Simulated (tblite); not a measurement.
# Run report: C₃H₉Si, frequency calculation

- system: C₃H₉Si, multiplicity 2
- method: GFN2-xTB harmonic vibrations, gas phase (tblite 0.8.0)

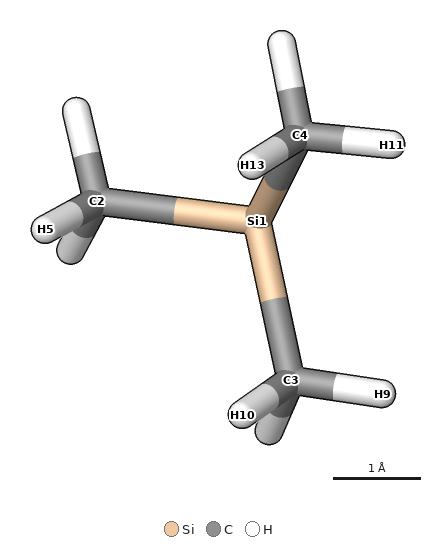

The input geometry (stick view, seen at a tilt; atoms are numbered from 1 in the order of the input). Bond lengths as drawn: C–H 1.09 Å and C–Si 1.91 Å.

Results in brief

| quantity | value |
| --- | --- |
| outcome | converged |
| total energy | −344.4713 eV |
| zero-point energy | 68.8830 kcal/mol |
| hardware | 1 CPU thread, shared host |
| wall time | 0.51 s |
| peak memory | 0.6 GiB |

Input
```
{"job": {"kind": "ir", "xc": "GFN2-xTB", "basis": "xTB"}, "charge": 0, "multiplicity": 2}
Si     0.000453     0.011768     0.006784
C     -0.051226     1.777186    -0.713908
C     -1.438994    -0.244249     1.231990
C      1.667670    -0.297548     0.881128
H      0.079260     2.518356     0.073684
H     -0.999910     1.979112    -1.201573
H      0.736051     1.932963    -1.444979
H     -2.402318    -0.094894     0.754064
H     -1.430866    -1.244702     1.653702
H     -1.366994     0.462449     2.057878
H      1.726065    -1.303839     1.284977
H      2.504511    -0.164291     0.202286
H      1.800344     0.398202     1.709001
```

The first line tells a small driver script what to run in tblite; the rest is the geometry in Å.

Run as:
```bash
OMP_NUM_THREADS=1 python <driver script> task.json out
```

The program's output
```
mode    cm-1     km/mol
  1     101.8      0.00
  2     113.1      0.01
  3     117.8      0.00
  4     171.0      2.54
  5     171.7      2.55
  6     202.9      2.95
  7     637.2      2.83
  8     738.3     27.03
  9     739.0     27.06
 10     782.7      0.00
 11     786.2      0.48
 12     786.8      0.44
 13     855.0    164.24
 14     855.6    164.61
 15     865.6    125.02
 16    1362.4      3.34
 17    1362.4      3.35
 18    1372.0      0.00
 19    1481.2      0.00
 20    1486.9      0.10
 21    1487.0      0.13
 22    1490.8      0.99
 23    1491.0      0.96
 24    1498.4      0.37
 25    2983.7      1.20
 26    2985.0      0.19
 27    2991.3     98.03
 28    3040.7      2.14
 29    3043.0      3.73
 30    3043.3     13.78
 31    3044.8     22.38
 32    3047.7     58.81
 33    3048.0     67.29
ZPE 288.206  H(298)-E 310.575  G(298)-E 205.560 kJ/mol  S 352.22 J/(mol K)
```

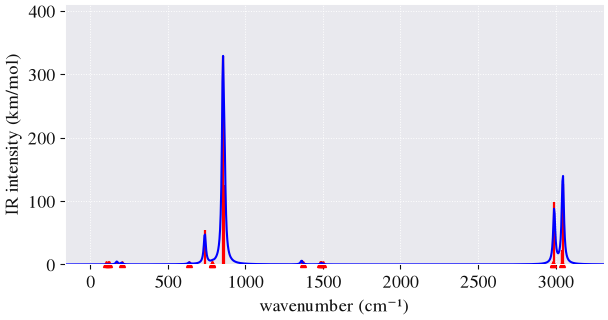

Harmonic infrared spectrum, unscaled: sticks (degenerate modes added up, dark ones marked on the axis) with a Lorentzian envelope of 16 cm⁻¹ full width, scaled to the tallest stick. 33 modes from 102 to 3048 cm⁻¹, none imaginary. The strongest line is at 855 cm⁻¹ (329 km/mol).
